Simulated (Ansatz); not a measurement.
```xyz
8

Ge   -0.0338    0.1988   -0.8223
F     1.5009   -0.1621    1.5842
H     2.0842    0.0918    0.9343
H    -1.2051    1.0344   -0.1743
C    -0.9793   -1.5546   -0.7575
H    -1.5289   -1.6793    0.1735
H    -1.7121   -1.5756   -1.5781
H    -0.2964   -2.3936   -0.8936
```

Computed with RHF/def2-SVP (Ansatz 0.2.0).

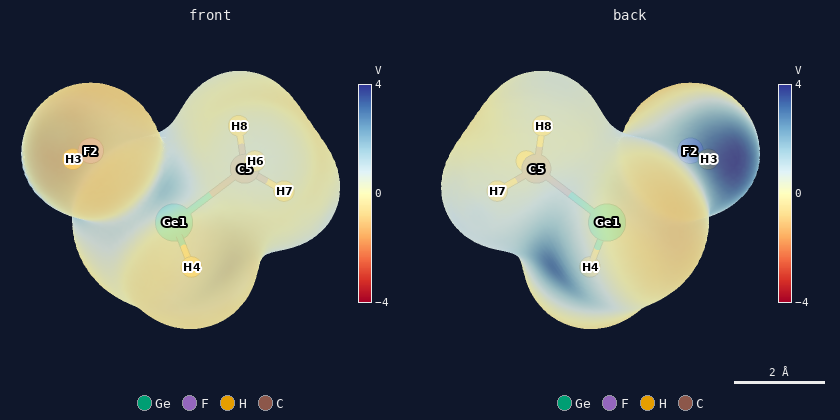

CH4Ge···HF. The electrostatic potential painted on the density surface at 0.002 e/bohr³, seen from the front and from behind; red is negative and blue positive.

**Which sites attract a positive test charge, and which a negative one?**

A positive charge is drawn to the negative regions and a negative charge to the positive ones. The most negative region (about −0.9 V) lies over Ge1 and F2, the most positive (about +3.7 V) over H3.
